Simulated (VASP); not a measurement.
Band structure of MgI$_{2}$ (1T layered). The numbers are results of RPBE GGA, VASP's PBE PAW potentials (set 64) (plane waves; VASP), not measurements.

Without a dispersion term in the relaxation, distances and binding between the weakly bound layers, chains or molecules are unreliable, and so is what depends on them. Unless said otherwise, spin-orbit coupling is left out, though it shifts the bands of the heavy elements here.

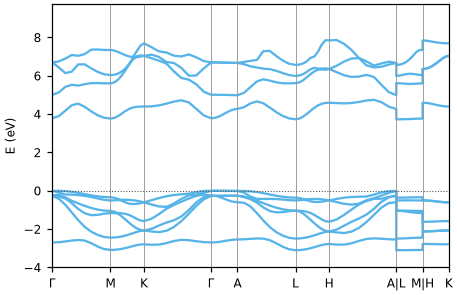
*Bands along high-symmetry lines, zero at the valence-band maximum or, without a gap, the Fermi level*

**Question.** Read the plot: is there a gap, and where are the band edges?

**Answer.** The gap is indirect, 3.73 eV, from the valence maximum at Γ to the conduction minimum at L. (Edges off the drawn lines would not show.)

The compound is MgI2 in the 1T layered structure. It was relaxed first, which changed the volume by +27 %.
